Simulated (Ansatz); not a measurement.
**CaC2 (I4/mmm): relaxing the cell for a phonon run**

Task: relax CaC2 (I4/mmm) tightly.

Method: DFT PBEsol, scalar-relativistic, plane waves, PseudoDojo norm-conserving pseudopotentials, in Ansatz 0.2.0.

## 1. Set-up

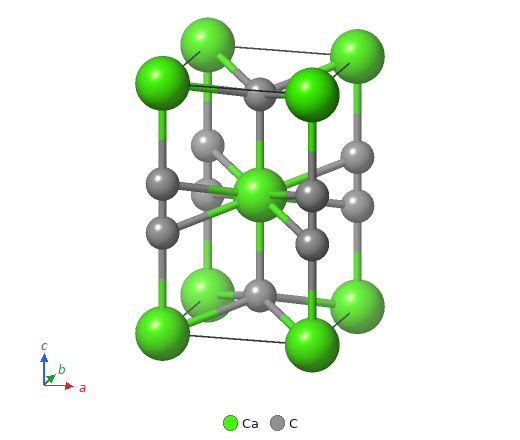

The cell as given, slightly off an axis (calcium green, carbon grey). This picture shows the conventional cell, with its axes. Some periodic images of atoms are drawn too.

## 2. Probe on a coarse mesh

A quick single point on a coarse mesh tells whether the cell has a gap and how far it is from rest, which sets the k mesh and smearing that follow.

Contents of input.yaml:

```yaml
crystal:
  lattice:
    - [-1.9342985994, 1.9342985994, 3.2021112425]
    - [1.9342985994, -1.9342985994, 3.2021112425]
    - [1.9342985994, 1.9342985994, -3.2021112425]
  atoms:
    - { symbol: Ca, position: [0.0, 0.0, 0.0] }
    - { symbol: C, position: [0.59789272, 0.59789272, 0.0] }
    - { symbol: C, position: [0.40210728, 0.40210728, 0.0] }
kpoints:
  mp_grid: { grid: [6, 6, 6] }
hamiltonian:
  xc: pbesol
  pseudopotentials: { kind: nc, accuracy: standard }
scf:
  occupations: { method: gaussian, width: 0.1 }
output:
  forces: true
  stress: true
  eigenvalues: true
```

Started as:

```
ansatz run input.yaml --threads 4 --pin off --max-ram 7168MiB --backend cpu --events-out ev --progress --plain --runs-dir out
```

Numbers of over 12 decimals in the logs are rounded to 6 here.

What it wrote:

```text
Engine: ansatz 0.2.0, aarch64-unknown-linux-gnu
Pseudopotentials: kind: nc
Pseudopotential: Ca, nc, valence charge 10, recommended cutoff 925.187132 eV (normal), Ca.nc.azcp (PseudoDojo's, or run here from an input of PseudoDojo's; its table is named by hamiltonian.pseudopotentials.accuracy)
[...]
P = ⅓ Tr σ = -1.1513 GPa (-11.513 kbar)
--- Band table (eV; the first three rows and the last of 30) ---
  k-point 0: bands = [... 5 lower, 2.2121, 2.7110, 3.9321, 3.9321, 8.0974, 8.0974, 9.2363, 10.0802]
  k-point 1: bands = [... 5 lower, 2.0447, 2.4144, 3.6353, 3.7044, 7.4576, 9.1606, 10.0744, 10.6018]
  k-point 2: bands = [... 5 lower, 1.9237, 2.0259, 3.4118, 3.7611, 6.5123, 11.1702, 11.2579, 11.5755]
  k-point 29: bands = [... 5 lower, 0.4050, 3.3018, 3.3018, 4.9281, 8.1003, 10.7773, 11.2192, 11.6151]
[key lines of the parts left out:]
SCF converged after 7 iterations
Free energy (F): -1378.097380 eV
Fermi energy:    5.527979 eV
```

Wall time 1 s (4 threads of Arm Neoverse V2, shared host); peak memory 0.41 GiB; 3.6 s of CPU time.

This step gave:

```yaml
pressure: -1.151 GPa
gap_on_the_k_mesh: 1.205 eV
volume_per_atom: 15.97 Å³
direct_gap_on_mesh: 2.264 eV
```

The coarse mesh shows a gap of 1.21 eV and a pressure of -1.2 GPa.

## 3. Coarse relaxation

A rough relaxation comes first, because large forces or stress need no tight tolerances yet.

Changes to input.yaml since step 2:

```diff
@@ -10,3 +10,3 @@
 kpoints:
-  mp_grid: { grid: [6, 6, 6] }
+  mp_grid: { grid: [8, 8, 8] }
 hamiltonian:
@@ -20 +20,6 @@
   eigenvalues: true
+relax:
+  adjacent_minimum: "off"
+  f_tol: 0.05
+  max_steps: 80
+  cell: { stress_tol: 0.5 }
```

What it wrote:

```text
[...]
Crystal: 3 atoms, lattice volume = 47.923 Å³
Basis set: ecut = 1115.666836 eV, 4081 PW (Γ), exchange–correlation on 96×96×96 points (8 copies of the dense FFT grid, shifted against one another)
Bands: 13, of which v1, the nominal top of the filled ones, is band 9 counted from 1 (8 counted from 0)
Symmetry: 16 space group operations
[...]
k-points: 59 of 512
[...]
F+E_penalty+E_count = -1378.11191350 eV   max|allowed force component| = 1.179e-2 eV/Å   (the final SCF, on the basis selected at the relaxed cell)
  cell:  # Å, volume = 46.2804 Å³
    - [-1.910751, 1.910751, 3.169046]
    - [1.910751, -1.910751, 3.169046]
    - [1.910751, 1.910751, -3.169046]
  atoms:
    - { symbol: Ca, position: [-1.8622438438505543e-19, -1.8622438438505579e-19, 0] }
    - { symbol: C, position: [0.599527, 0.599527, 0] }
    - { symbol: C, position: [0.400473, 0.400473, 0] }
[key lines of the parts left out:]
SCF converged after 4 iterations
Free energy (F): -1378.111914 eV
Fermi energy:    5.787554 eV
P = ⅓ Tr σ = -0.0048 GPa (-0.048 kbar)
```

Elapsed: 9.4 s, on 4 threads; peak memory 0.49 GiB; 36 s of CPU time.

The steps of the relaxation:

| step | energy less that of the first step (eV) | largest force component (eV/Å) | pressure (GPa) | volume (Å³) |
| --- | --- | --- | --- | --- |
| 1 | 0.0000 | 0.7562 | -1.15 | 47.92 |
| 2 | -0.0071 | 0.0417 | 1.99 | 44.96 |
| 3 | -0.0149 | 0.0656 | 0.03 | 46.32 |
| 4 | -0.0150 | 0.0123 | 0.02 | 46.28 |
| 5* | -0.0145 | 0.0118 | 0.00 | 46.28 |

Relaxation steps marked * repeat the geometry before them on a plane-wave basis chosen anew for their cell, so energy and pressure can jump there.

The run keeps the 16 symmetry operations that it works with, so distortions that break them were not tested.

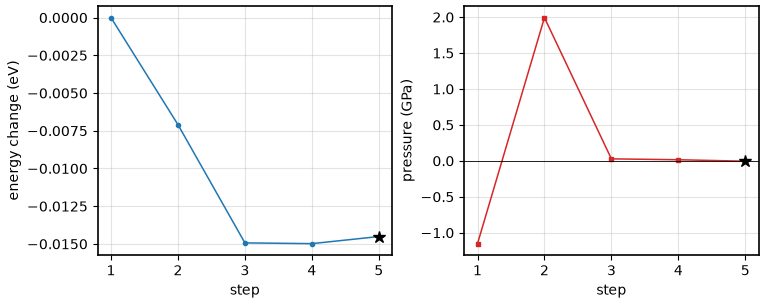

Energy and pressure along the relaxation. Stars mark steps on a basis chosen anew.

| conventional cell, symmetrised | before | after | change |
| --- | --- | --- | --- |
| a (Å) | 3.869 | 3.822 | -1.2 % |
| b (Å) | 3.869 | 3.822 | -1.2 % |
| c (Å) | 6.404 | 6.338 | -1.0 % |
| volume (Å³/atom) | 15.97 | 15.43 | -3.4 % |

The atoms that moved most (Å, as changes of fractional coordinates times the final cell):

| atom | dx | dy | dz | length |
| --- | --- | --- | --- | --- |
| C2 | 0.000 | 0.000 | 0.010 | 0.010 |
| C3 | 0.000 | 0.000 | -0.010 | 0.010 |

The relaxed structure:

```xyz
3
Lattice="-1.9108 1.9108 3.1690 1.9108 -1.9108 3.1690 1.9108 1.9108 -3.1690" Properties=species:S:1:pos:R:3 pbc="T T T"
Ca    0.0000    0.0000    0.0000
C     0.0000    0.0000    3.7999
C     0.0000    0.0000    2.5382
```

Numbers from this step:

| Item | Value |
| --- | --- |
| pressure | -0.004787 GPa |
| gap on the k-mesh | 1.045 eV |
| volume per atom | 15.43 Å³ |
| direct gap on mesh | 2.156 eV |

In this step the volume went from 15.97 to 15.43 Å³/atom.

## 4. Relaxation

Harmonic phonons are second derivatives at a point where the forces vanish, and they are wanted at zero stress, so atoms and cell are relaxed first.

Contents of input.yaml:

```yaml
crystal:
  lattice:
    - [-1.9107512922, 1.9107512922, 3.1690463743]
    - [1.9107512922, -1.9107512922, 3.1690463743]
    - [1.9107512922, 1.9107512922, -3.1690463743]
  atoms:
    - { symbol: Ca, position: [0.0, 0.0, 0.0] }
    - { symbol: C, position: [0.5995265312, 0.5995265312, 0.0] }
    - { symbol: C, position: [0.4004734688, 0.4004734688, 0.0] }
kpoints:
  mp_grid: { grid: [10, 10, 10] }
hamiltonian:
  xc: pbesol
  pseudopotentials: { kind: nc, accuracy: standard }
scf:
  occupations: { method: gaussian, width: 0.02 }
output:
  forces: true
  stress: true
  eigenvalues: true
relax:
  adjacent_minimum: "off"
  f_tol: 0.005
  max_steps: 80
  cell: { stress_tol: 0.05 }
```

What it wrote:

```text
[...]
Crystal: 3 atoms, lattice volume = 46.280 Å³
Basis set: ecut = 1115.666836 eV, 3921 PW (Γ), exchange–correlation on 96×96×96 points (8 copies of the dense FFT grid, shifted against one another)
Bands: 13, of which v1, the nominal top of the filled ones, is band 9 counted from 1 (8 counted from 0)
[... 1 set-up line as in the run before ...]
[...]
k-points: 102 of 1000
[...]
SCF iter   1: F=—  HF=-1379.232737 eV  |F-HF|=—  |Δ(HF+E_count)|=         —  Δρ=8.70e-2  dr2=2.89e0  ethr=3.10e-3  ⟨swp⟩=7.8  Hψ=11200  notcnv=0
[...]
SCF iter   7: F=-1378.111914 eV  HF=-1378.111914 eV  |F-HF|=2.39e-9  |Δ(HF+E_count)|=   2.55e-7  Δρ=4.64e-6  dr2=6.89e-9  ethr=5.56e-10  ⟨swp⟩=9.3  Hψ=8636  notcnv=0
SCF 1 converged in 7 iterations: F = -1378.111914 eV  dr2 = 6.89e-9
relax step   1: F+E_penalty+E_count = -1378.11191390 eV  Δ(F+E_penalty+E_count) = +0.000e0 eV  max|allowed force component| = 1.156e-2 eV/Å  Δτ_max = 0.0000 Å  P = -0.005 GPa  Ω = 46.280 Å³  (7 SCF iters, dr2 threshold 1.00e-7 eV, accepted)
Crystal: 3 atoms, lattice volume = 46.252 Å³
[...]
SCF iter   3: F=-1378.111925 eV  HF=-1378.111925 eV  |F-HF|=6.89e-10  |Δ(HF+E_count)|=  5.22e-10  Δρ=3.25e-6  dr2=3.12e-9  ethr=4.64e-11  ⟨swp⟩=5.1  Hψ=6371  notcnv=0
SCF 2 converged in 3 iterations: F = -1378.111925 eV  dr2 = 3.12e-9
relax step   2: F+E_penalty+E_count = -1378.11192537 eV  Δ(F+E_penalty+E_count) = -1.148e-5 eV  max|allowed force component| = 3.379e-4 eV/Å  Δτ_max = 0.0001 Å  P = +0.016 GPa  Ω = 46.252 Å³  energy of the carried Pulay correction = +1.005e-5 eV  (3 SCF iters, dr2 threshold 8.35e-9 eV, accepted)
[...]
SCF iter   5: F=-1378.111917 eV  HF=-1378.111917 eV  |F-HF|=1.82e-12  |Δ(HF+E_count)|=  1.67e-10  Δρ=7.18e-8  dr2=2.98e-12  ethr=1.00e-12  ⟨swp⟩=7.7  Hψ=9223  notcnv=0
SCF 3 converged in 5 iterations: F = -1378.111917 eV  dr2 = 2.98e-12
relax step   3: F+E_penalty+E_count = -1378.11191681 eV  Δ(F+E_penalty+E_count) = +8.560e-6 eV  max|allowed force component| = 4.678e-4 eV/Å  Δτ_max = 0.0000 Å  P = +0.016 GPa  Ω = 46.252 Å³  stress off target by 3.08e-2 GPa  SCF on the basis re-selected at this cell (its energy is not comparable with the rows above)  (5 SCF iters)
[...]
SCF converged after 5 iterations
Free energy (F): -1378.111917 eV
[...]
Internal energy: -1378.111917 eV  (E = F + TS)
E sigma→0 (E₀):  -1378.111917 eV
Fermi energy:    5.794767 eV
[...]
--- Forces (eV/Å), atoms counted from 1 ---
  atom   1  Ca     0.00000000     0.00000000    -0.00000000
  atom   2  C      0.00000000    -0.00000000     0.00046783
  atom   3  C      0.00000000     0.00000000    -0.00046783
  max |Σ_I F_I| component: 2.78e-17 eV/Å
--- Stress (GPa, compression-positive) ---
        0.008705       0.000000       0.000000
        0.000000       0.008705       0.000000
        0.000000       0.000000       0.030766
  P = ⅓ Tr σ = 0.0161 GPa (0.161 kbar)
--- Band table (eV; the first three rows and the last of 102) ---
  k-point 0: bands = [... 5 lower, 2.4654, 3.0407, 4.3075, 4.3075, 8.3398, 8.3398, 9.6047, 10.5558]
  k-point 1: bands = [... 5 lower, 2.4145, 2.9059, 4.1029, 4.2059, 8.0657, 8.7657, 9.9509, 10.8428]
  k-point 2: bands = [... 5 lower, 2.2435, 2.6266, 3.9213, 3.9953, 7.4636, 9.8743, 10.8147, 11.2015]
  k-point 101: bands = [... 5 lower, 0.6281, 3.6385, 3.6385, 5.2674, 8.4167, 11.3415, 11.6981, 12.0345]
--- Relaxed structure (2 steps of the walk, 2 accepted, 1 SCFs on fresh bases) ---
[...]
cell:  # Å, volume = 46.2524 Å³
    - [-1.910271, 1.910271, 3.168722]
    - [1.910271, -1.910271, 3.168722]
    - [1.910271, 1.910271, -3.168722]
  atoms:
    - { symbol: Ca, position: [0, 0, 0] }
    - { symbol: C, position: [0.599547, 0.599547, 0] }
    - { symbol: C, position: [0.400453, 0.400453, 0] }
```

It took 10 s on 4 threads; peak memory 0.56 GiB.

Little changed from the start: no atom moved by 0.005 Å and no cell edge by 0.1 %.

Numbers from this step:

```yaml
pressure: 0.01606 GPa
gap_on_the_k_mesh: 1.034 eV
volume_per_atom: 15.42 Å³
direct_gap_on_mesh: 2.154 eV
```

In this step the volume went from 15.43 to 15.42 Å³/atom.

## 5. Tight relaxation

Phonons need a cell at rest on their own settings, so the relaxation is repeated with tight tolerances on forces and stress on the k mesh and occupations of the first response run.

input.yaml, the sections that differ from step 4:

```yaml
crystal:
  lattice:
    - [-1.9102706151, 1.9102706151, 3.1687218206]
    - [1.9102706151, -1.9102706151, 3.1687218206]
    - [1.9102706151, 1.9102706151, -3.1687218206]
  atoms:
    - { symbol: Ca, position: [0.0, 0.0, 0.0] }
    - { symbol: C, position: [0.5995465245, 0.5995465245, 0.0] }
    - { symbol: C, position: [0.4004534755, 0.4004534755, 0.0] }
kpoints:
  mp_grid: { grid: [12, 12, 12] }
scf:
  occupations: { method: fixed }
relax:
  adjacent_minimum: "off"
  f_tol: 0.001
  max_steps: 60
  cell: { stress_tol: 0.01 }
# hamiltonian, output: as in step 4
```

What it wrote:

```text
[...]
Crystal: 3 atoms, lattice volume = 46.252 Å³
Basis set: ecut = 1115.666836 eV, 3921 PW (Γ), exchange–correlation on 96×96×96 points (8 copies of the dense FFT grid, shifted against one another)
Bands: 13, of which v1, the nominal top of the filled ones, is band 9 counted from 1 (8 counted from 0)
[... 1 set-up line as in the run before ...]
[...]
k-points: 163 of 1728
[...]
--- Relaxed structure (3 steps of the walk, 3 accepted, 1 SCFs on fresh bases) ---
[...]
cell:  # Å, volume = 46.2621 Å³
    - [-1.910367, 1.910367, 3.169068]
    - [1.910367, -1.910367, 3.169068]
    - [1.910367, 1.910367, -3.169068]
  atoms:
    - { symbol: Ca, position: [0, 0, 0] }
    - { symbol: C, position: [0.599537, 0.599537, 0] }
    - { symbol: C, position: [0.400463, 0.400463, 0] }
[key lines of the parts left out:]
SCF converged after 10 iterations
Free energy (F): -1378.111916 eV
Fermi energy:    5.276229 eV
P = ⅓ Tr σ = 0.0004 GPa (0.004 kbar)
```

The job ended after 20 s (4 threads; peak memory 0.66 GiB).

Little changed from the start: no atom moved by 0.005 Å and no cell edge by 0.1 %.

Numbers from this step:

```
pressure : 3.82e-4 GPa
```

The largest force component left is 0.23 meV/Å and the pressure is 0.000 GPa, within the tolerances set. The cell now holds 15.42 Å³/atom.

## 6. Outcome

- space group after relaxation (within 0.01 Å): I4/mmm
- lattice constant a: 3.821 Å
- lattice constant b: 3.821 Å
- lattice constant c: 6.338 Å
- volume per atom: 15.4 Å³
- gap on the k-mesh: 1.03 eV

In words: The largest force component left is 0.23 meV/Å and the pressure is 0.000 GPa, within the tolerances set. The cell now holds 15.42 Å³/atom. The relaxation keeps the symmetry of its start, so it says nothing on stability against lower symmetry.

[Logs are printed without paths, hosts, clocks, repeated set-up lines and the standing remarks that a program may print on its own settings, such as how far it seeks lower states.]

[Hosts, paths, dates, database ids (printed as entryN), source tags and the programs' standing remarks are cut or masked in the printed files.]
